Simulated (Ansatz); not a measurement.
# BFH3Si (charge -1): molecular dynamics

The plan is to follow the molecule's vibrations and see whether its bonds hold. The start is relaxed first. Runs: 300 steps of 0.5 fs under a Langevin thermostat, set from 400 K to 800 K by a schedule. SMILES of the start: B[SiH-]F.

All numbers below are computed with Ansatz 0.2.0 (RKS PBE0-D4/def2-SVP).

**1. The system as given**

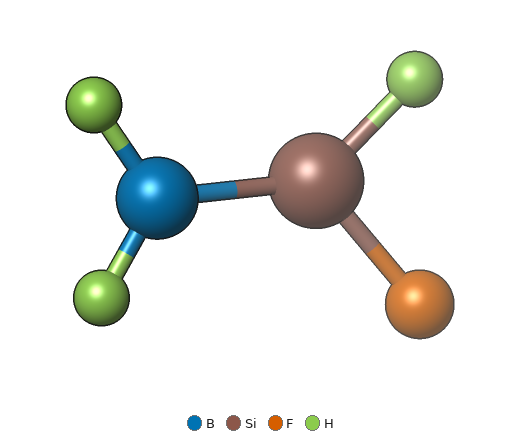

The starting structure, seen from a chosen angle (boron blue, silicon brown, fluorine orange, hydrogen green).

As a file:

```xyz
6

B     0.3402   -0.5214   -0.8462
Si   -0.3467    0.3003    0.6271
F    -0.0736    1.9493    1.0670
H     0.1290   -1.6974   -1.0383
H     0.8346    0.0719   -1.7715
H    -0.8836   -0.1027    1.9619
```

**2. Relaxing the start**

The input, input.yaml:

```yaml
crystal:
  periodic: [false, false, false]
  atoms:
    - { symbol: B, position_ang: [0.34024, -0.52138, -0.84622] }
    - { symbol: Si, position_ang: [-0.34669, 0.30026, 0.62713] }
    - { symbol: F, position_ang: [-0.07363, 1.94931, 1.06698] }
    - { symbol: H, position_ang: [0.12903, -1.69743, -1.03826] }
    - { symbol: H, position_ang: [0.83464, 0.07192, -1.77148] }
    - { symbol: H, position_ang: [-0.88359, -0.10268, 1.96185] }
total_charge: -1
basis:
  gaussian: { orbitals: def2-SVP }
hamiltonian:
  xc: pbe0
  dispersion: d4
relax:
  f_tol: 0.02
  max_steps: 40
scf:
  lower_state_search: "off"
output:
  orbitals: {}
```

Run with:

```sh
ansatz run input.yaml --threads 1 --pin off --max-ram 2048MiB --backend cpu --events-out ev --progress --plain --runs-dir out
```

The program printed, shortened:

```text
Warning: RAYON_NUM_THREADS=1 ignored (pool sized by the plan → 1); use --threads N
[...]
Functional definition: PBE0
[...]
634 factors; integrals over basis functions are off by at most 4.3e-4 eV
[...]
mean field -11308.08517990 eV, -415.5644654659 hartree, gradient 5.6e-6 eV, S^2 0.000000; 0 other end points of the search recorded, 0 dependent functions left out
[...]
reference -11308.08520315 eV, -415.5644663204 hartree; 16, 16 occupied and 45, 45 virtual orbitals, 634 factors
relax step   1: F+E_penalty+E_count = -11308.17825813 eV  Δ(F+E_penalty+E_count) = +0.000e0 eV  max|allowed force component| = 1.751e0 eV/Å  Δτ_max = 0.0000 Å  (13 SCF iters, accepted)
[...]
relax step   6: F+E_penalty+E_count = -11308.27885813 eV  Δ(F+E_penalty+E_count) = -2.034e-4 eV  max|allowed force component| = 4.100e-2 eV/Å  Δτ_max = 0.0117 Å  (19 SCF iters, accepted)
[...]
relax step   7: F+E_penalty+E_count = -11308.27889629 eV  Δ(F+E_penalty+E_count) = -3.816e-5 eV  max|allowed force component| = 3.358e-3 eV/Å  Δτ_max = 0.0055 Å  (15 SCF iters, accepted)
Total energy: -11308.27891964 eV, -415.5715852700 hartree
Atom 0 at     0.334240    -0.489510    -0.869252 Å, force     0.000778     0.003358    -0.000334 eV/Å
Atom 1 at    -0.290084     0.372392     0.634144 Å, force    -0.000598    -0.003079    -0.001412 eV/Å
Atom 2 at    -0.096083     1.977067     1.078140 Å, force     0.000626    -0.000618    -0.000629 eV/Å
Atom 3 at     0.066897    -1.683858    -0.905862 Å, force    -0.000668    -0.000695     0.001561 eV/Å
Atom 4 at     0.866360     0.054106    -1.822517 Å, force     0.000295     0.000433    -0.000501 eV/Å
Atom 5 at    -0.881330    -0.230197     1.885348 Å, force    -0.000433     0.000601     0.001314 eV/Å
Dipole moment:    -0.167693     0.451181     0.545244 e Å
Checks for a lower state left out: stability, starts, cluster_reference, orbital_swaps, neighbouring_geometries, increment
```

It took 7.4 s on 1 thread of Arm Neoverse V2, shared host; peak memory 0.12 GiB.

The steps of the relaxation:

| step | energy from step 1 (eV) | largest force component (eV/Å) |
| --- | --- | --- |
| 1 | 0.0000 | 1.7511 |
| 2 | -0.0727 | 0.9857 |
| 3 | -0.0910 | 0.4088 |
| 4 | -0.0965 | 0.1636 |
| 5 | -0.1004 | 0.0573 |
| 6 | -0.1006 | 0.0410 |
| 7 | -0.1006 | 0.0034 |

Step 1 is the start.

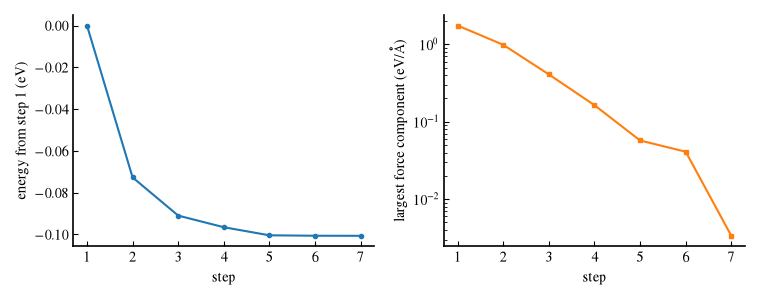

Energy and largest force along the relaxation.

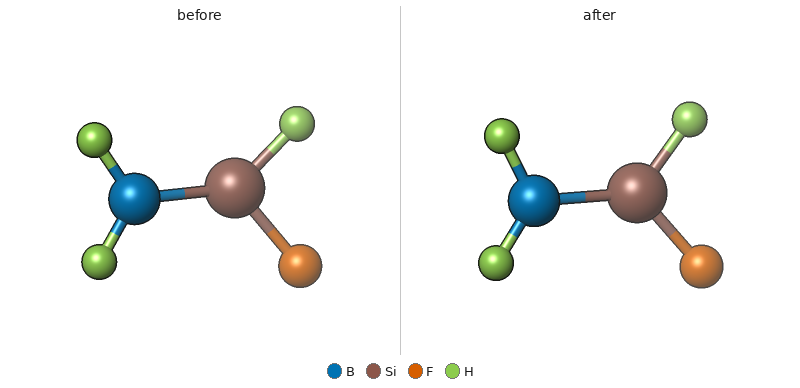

The structure before (left) and after (right), drawn at the same scale.

After: Bond lengths: B1–Si2 1.842 Å, Si2–F3 1.676 Å, B1–H4 1.224 Å, B1–H5 1.220 Å, Si2–H6 1.509 Å. Angles: B1–Si2–F3 128.7°, B1–Si2–H6 128.5°, F3–Si2–H6 102.0°, Si2–B1–H4 114.0°, Si2–B1–H5 125.3°, H4–B1–H5 120.4°.

**3. The run**

300 steps of 0.5 fs under a Langevin thermostat, set from 400 K to 800 K by a schedule, from the relaxed start.

The input, input.yaml:

```yaml
crystal:
  periodic: [false, false, false]
  atoms:
    - { symbol: B, position_ang: [0.33424, -0.48951, -0.869252] }
    - { symbol: Si, position_ang: [-0.290084, 0.372392, 0.634144] }
    - { symbol: F, position_ang: [-0.096083, 1.977067, 1.07814] }
    - { symbol: H, position_ang: [0.066897, -1.683858, -0.905862] }
    - { symbol: H, position_ang: [0.86636, 0.054106, -1.822517] }
    - { symbol: H, position_ang: [-0.88133, -0.230197, 1.885348] }
total_charge: -1
basis:
  gaussian: { orbitals: def2-SVP }
hamiltonian:
  xc: pbe0
  dispersion: d4
md:
  timestep: 0.5
  n_steps: 300
  ensemble: nvt_langevin
  temperature: 400.0
  initial_velocities: maxwell_boltzmann
  seed: 50388
  friction: 0.01
  temperature_schedule:
    - { n_steps: 75, end_temperature: 400.0 }
    - { n_steps: 225, end_temperature: 800.0 }
scf:
  lower_state_search: "off"
```

Run with:

```sh
ansatz run input.yaml --threads 1 --pin off --max-ram 2048MiB --backend cpu --events-out ev --progress --plain --runs-dir out
```

The program printed, shortened:

```text
Warning: RAYON_NUM_THREADS=1 ignored (pool sized by the plan → 1); use --threads N
[...]
[... 1 set-up line as earlier in the session ...]
[...]
634 factors; integrals over basis functions are off by at most 4.2e-4 eV
[...]
mean field -11308.18537333 eV, -415.5681475064 hartree, gradient 5.5e-6 eV, S^2 0.000000; 0 other end points of the search recorded, 0 dependent functions left out
[...]
reference -11308.18539667 eV, -415.5681483643 hartree; 16, 16 occupied and 45, 45 virtual orbitals, 634 factors
md step     0: t =     0.00 fs  T =   333.3 K (target 400.0 K)  F+E_penalty+E_count = -11308.27889359 eV  E_kin = 0.258520 eV  (13 SCF iters)
[...]
md step    19: t =     9.50 fs  T =   155.7 K (target 400.0 K)  F+E_penalty+E_count = -11308.16070217 eV  E_kin = 0.120729 eV  (14 SCF iters, 3 dispersion substeps)
[...]
md step    38: t =    19.00 fs  T =   226.7 K (target 400.0 K)  F+E_penalty+E_count = -11308.18824956 eV  E_kin = 0.175793 eV  (14 SCF iters, 3 dispersion substeps)
[...]
md step    57: t =    28.50 fs  T =   287.3 K (target 400.0 K)  F+E_penalty+E_count = -11308.22221322 eV  E_kin = 0.222838 eV  (14 SCF iters, 3 dispersion substeps)
[...]
md step    74: t =    37.00 fs  T =   293.0 K (target 400.0 K)  F+E_penalty+E_count = -11308.14814528 eV  E_kin = 0.227267 eV  (13 SCF iters, 3 dispersion substeps)
md step    75: t =    37.50 fs  T =   277.8 K (target 400.0 K)  F+E_penalty+E_count = -11308.14199732 eV  E_kin = 0.215466 eV  (14 SCF iters, 3 dispersion substeps)
```

**4. The log goes on: dynamics from the start**

The log, continued, shortened:

```text
md step    76: t =    38.00 fs  T =   243.4 K (target 400.9 K)  F+E_penalty+E_count = -11308.13582856 eV  E_kin = 0.188789 eV  (13 SCF iters, 3 dispersion substeps)
[...]
md step   100: t =    50.00 fs  T =   372.0 K (target 443.6 K)  F+E_penalty+E_count = -11308.14864768 eV  E_kin = 0.288516 eV  (14 SCF iters, 3 dispersion substeps)
[...]
md step   124: t =    62.00 fs  T =   431.4 K (target 486.2 K)  F+E_penalty+E_count = -11308.14419084 eV  E_kin = 0.334606 eV  (19 SCF iters, 3 dispersion substeps)
[...]
md step   148: t =    74.00 fs  T =   310.9 K (target 528.9 K)  F+E_penalty+E_count = -11308.11627384 eV  E_kin = 0.241159 eV  (19 SCF iters, 3 dispersion substeps)
[...]
md step   172: t =    86.00 fs  T =   327.0 K (target 571.6 K)  F+E_penalty+E_count = -11308.18282523 eV  E_kin = 0.253617 eV  (19 SCF iters, 3 dispersion substeps)
md step   173: t =    86.50 fs  T =   335.8 K (target 573.3 K)  F+E_penalty+E_count = -11308.18126731 eV  E_kin = 0.260456 eV  (19 SCF iters, 3 dispersion substeps)
md step   174: t =    87.00 fs  T =   336.5 K (target 575.1 K)  F+E_penalty+E_count = -11308.17580595 eV  E_kin = 0.260991 eV  (19 SCF iters, 3 dispersion substeps)
```

**5. The output, continued: dynamics from the start**

Output, continued, shortened:

```text
md step   175: t =    87.50 fs  T =   309.9 K (target 576.9 K)  F+E_penalty+E_count = -11308.16688006 eV  E_kin = 0.240344 eV  (19 SCF iters, 3 dispersion substeps)
[...]
md step   195: t =    97.50 fs  T =   283.0 K (target 612.4 K)  F+E_penalty+E_count = -11308.19053335 eV  E_kin = 0.219479 eV  (19 SCF iters, 3 dispersion substeps)
[...]
md step   215: t =   107.50 fs  T =   188.3 K (target 648.0 K)  F+E_penalty+E_count = -11308.15312319 eV  E_kin = 0.146011 eV  (14 SCF iters, 3 dispersion substeps)
[...]
md step   235: t =   117.50 fs  T =   205.9 K (target 683.6 K)  F+E_penalty+E_count = -11308.11602529 eV  E_kin = 0.159654 eV  (19 SCF iters, 3 dispersion substeps)
[...]
md step   298: t =   149.00 fs  T =   301.5 K (target 795.6 K)  F+E_penalty+E_count = -11308.05402943 eV  E_kin = 0.233859 eV  (19 SCF iters, 3 dispersion substeps)
[...]
md step   300: t =   150.00 fs  T =   392.4 K (target 799.1 K)  F+E_penalty+E_count = -11308.06431936 eV  E_kin = 0.304315 eV  (20 SCF iters, 3 dispersion substeps)
Total energy: -11308.06434319 eV, -415.5636997309 hartree
Atom 0 at     1.120934    -0.327388    -0.787811 Å, force    -1.194573    -1.570728     0.697003 eV/Å
Atom 1 at    -0.253591     0.286920     0.370498 Å, force     0.950102    -0.089864    -0.618159 eV/Å
Atom 2 at    -0.622027     1.888241     0.644466 Å, force    -0.152095     0.439275     0.197627 eV/Å
Atom 3 at     0.837543    -1.587735    -0.762965 Å, force     0.138543     0.805283    -0.105354 eV/Å
Atom 4 at     2.269713    -0.162419    -1.140475 Å, force     0.008221     0.534938     0.052083 eV/Å
Atom 5 at    -1.636170    -0.332932     0.521552 Å, force     0.249803    -0.118904    -0.223200 eV/Å
Dipole moment:    -0.439008     0.381547     0.328341 e Å
Checks for a lower state left out: stability, starts, cluster_reference, orbital_swaps, neighbouring_geometries, increment
```

Wall time 4.1 min (1 thread of Arm Neoverse V2, shared host); peak memory 0.22 GiB.

**6. Frames and traces**

One step in 22; energies are changes from step 0:

| time (fs) | T (K) | potential energy change (meV/atom) |
| --- | --- | --- |
| 0.0 | 333 | 0.0 |
| 11.0 | 90 | 22.6 |
| 22.0 | 198 | 15.1 |
| 33.0 | 286 | 11.9 |
| 44.0 | 274 | 24.1 |
| 55.0 | 413 | 21.4 |
| 66.0 | 472 | 19.9 |
| 77.0 | 335 | 22.7 |
| 88.0 | 290 | 20.5 |
| 99.0 | 328 | 13.2 |
| 110.0 | 174 | 23.2 |
| 121.0 | 200 | 26.7 |
| 132.0 | 307 | 18.9 |
| 143.0 | 253 | 31.9 |
| 150.0 | 392 | 35.8 |

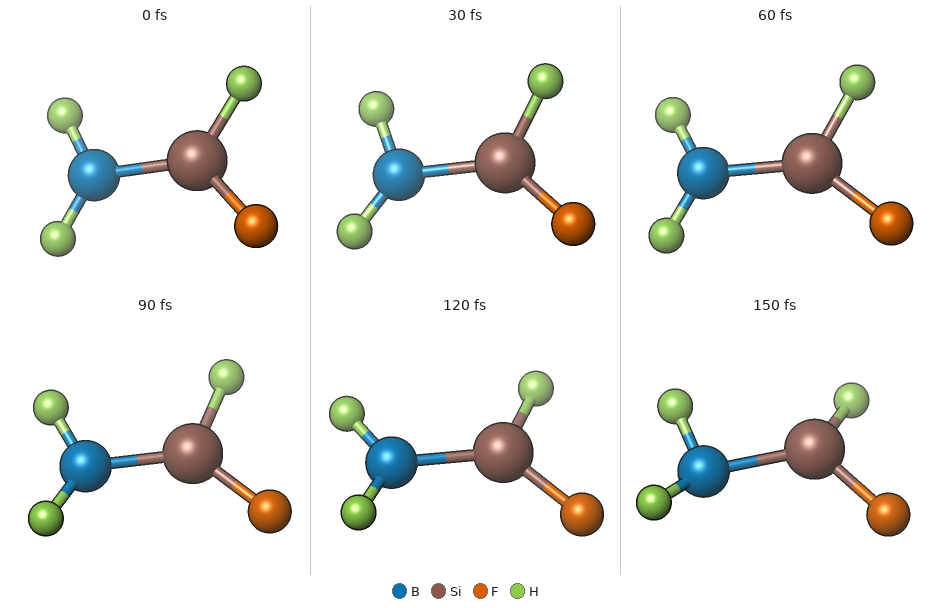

Six frames of the run, seen from a chosen angle. Sticks join atoms within a bonding distance in each frame.

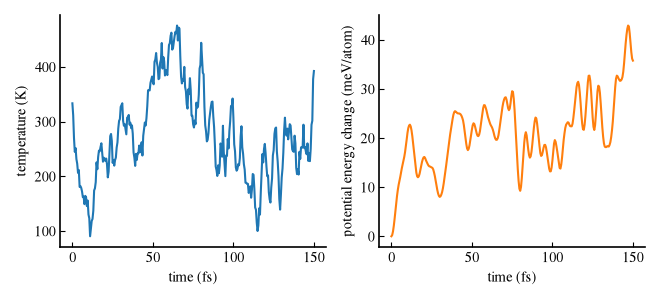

Time series of the run, each on its own scale.

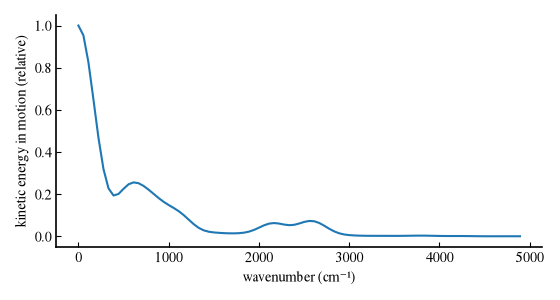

Power spectrum of the mass-weighted velocities; a run of 150 fs resolves no finer than about 440 cm⁻¹.

**7. Frames from the trajectory**

Positions (Å) and forces (eV/Å):

```xyz
6
time_fs=19.0 T=227 dE=0.0906
B     0.482   -0.474   -0.835   -0.347   -1.037   -0.643
Si   -0.291    0.367    0.570   -0.017    0.977    0.048
F    -0.172    1.966    1.087    0.032   -0.099   -0.075
H     0.061   -1.655   -0.766    0.266    0.365    0.070
H     0.881   -0.133   -1.931    0.243    0.203    0.091
H    -0.876   -0.248    1.772   -0.176   -0.408    0.508
6
time_fs=37.5 T=278 dE=0.1369
B     0.584   -0.563   -0.852    0.304    1.254    0.772
Si   -0.273    0.382    0.550    0.418   -1.303   -0.895
F    -0.308    1.954    1.069    0.100    0.520    0.017
H     0.412   -1.752   -0.694   -0.104   -0.249   -0.113
H     1.338   -0.074   -1.698   -0.439   -0.233   -0.040
H    -0.717   -0.384    1.756   -0.279    0.011    0.258
6
time_fs=56.0 T=397 dE=0.1427
B     0.768   -0.543   -0.774   -0.141    0.026   -0.305
Si   -0.228    0.344    0.483   -0.832    0.386    1.011
F    -0.462    1.972    1.016    0.414   -1.143   -0.569
H     0.589   -1.754   -0.861   -0.056    0.106    0.332
H     1.304   -0.017   -1.701    0.498    0.323   -0.412
H    -0.979   -0.428    1.568    0.117    0.303   -0.057
6
time_fs=75.0 T=295 dE=0.1772
B     0.931   -0.429   -0.730    0.145    1.045   -0.049
Si   -0.273    0.309    0.452   -0.473    0.484    0.418
F    -0.557    1.918    0.887    0.084   -0.202   -0.016
H     0.556   -1.547   -0.612    0.093   -1.204   -0.196
H     1.822   -0.010   -1.501   -0.585   -0.286    0.513
H    -1.358   -0.372    1.370    0.736    0.164   -0.670
6
time_fs=94.0 T=245 dE=0.1031
B     0.986   -0.446   -0.717   -0.162   -0.583    0.336
Si   -0.275    0.301    0.374   -0.332   -1.210    0.204
F    -0.637    1.855    0.809   -0.232    0.433    0.085
H     0.899   -1.695   -0.667    0.023    0.565   -0.158
H     1.914    0.134   -1.180    0.603    0.193   -0.471
H    -1.392   -0.602    0.934    0.100    0.601    0.004
6
time_fs=112.5 T=203 dE=0.1374
B     1.068   -0.467   -0.698    0.438    0.246   -0.470
Si   -0.259    0.299    0.356   -0.082    0.809    0.048
F    -0.697    1.921    0.737    0.696   -0.822   -0.356
H     1.046   -1.671   -0.959   -0.328    0.092    0.380
H     2.085    0.067   -1.165   -0.341    0.143    0.299
H    -1.551   -0.301    0.749   -0.384   -0.469    0.099
6
time_fs=131.0 T=244 dE=0.1330
B     1.091   -0.417   -0.702   -0.256    0.990    0.634
Si   -0.251    0.312    0.361    1.082   -0.860   -0.608
F    -0.669    1.869    0.681   -0.256    0.843    0.249
H     0.868   -1.598   -0.766    0.231   -0.517   -0.126
H     2.136    0.169   -0.908    0.158   -0.239   -0.365
H    -1.450   -0.484    0.624   -0.960   -0.217    0.216
6
time_fs=150.0 T=392 dE=0.2146
B     1.121   -0.327   -0.788   -1.195   -1.571    0.697
Si   -0.254    0.287    0.370    0.950   -0.090   -0.618
F    -0.622    1.888    0.644   -0.152    0.439    0.198
H     0.838   -1.588   -0.763    0.139    0.805   -0.105
H     2.270   -0.162   -1.141    0.008    0.535    0.052
H    -1.636   -0.333    0.522    0.250   -0.119   -0.223
```

**8. Results**

| quantity | value |
| --- | --- |
| relaxation of the start | 6 moves, 0.101 eV lower |
| length | 300 steps of 0.5 fs |
| temperature, first and last step | 333 and 392 K |
| temperature, second half | mean 249 K, from 100 to 444 K |
| potential energy, second half | +23 meV/atom from the start |
| bonds formed or broken | 0 |

The set-point goes from 400 to 800 K in 150 fs, and the last tenth of the run averages 259 K. Such a rate, of order 10^15 K/s, is far beyond any furnace or quench, and the atoms lag the set-point. The bonds all hold. Averages from a run of 150 fs with 6 atoms are rough. The nuclei move classically, without zero-point motion, which matters most for hydrogen.
